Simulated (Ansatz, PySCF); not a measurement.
C2H2 (SMILES C#C) and H2S (SMILES S) are pulled apart as rigid monomers along the line of their centres of mass, from the B3LYP-D3(BJ)/def2-TZVP minimum. Starting geometry (charge 0, multiplicity 1):
```xyz
7

C      0.5186     0.2718    -0.1566
C     -0.5924    -0.1486    -0.0071
H      1.5048     0.6461    -0.2886
H     -1.5791    -0.5209     0.1266
S      0.1646     0.8595     3.7607
H      0.6548    -0.3748     3.9575
H      0.0655     0.6728     2.4332
```

Interaction energies with rigid monomers; basis-set methods are counterpoise corrected unless marked otherwise.

Frozen-core correlation. Rows in 3-21G carry no dispersion term and start afresh at each structure.

Run with Ansatz (a first-principles code) with Gaussian orbitals; PySCF for 3-21G rows, the dispersion terms. 

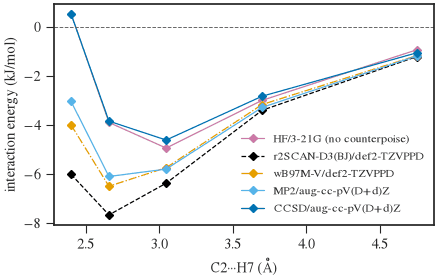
Interaction energy against separation

Which level binds most strongly at C2···H7 = 2.66, and by how much?

r2SCAN-D3(BJ)/def2-TZVPPD, -8 kJ/mol.
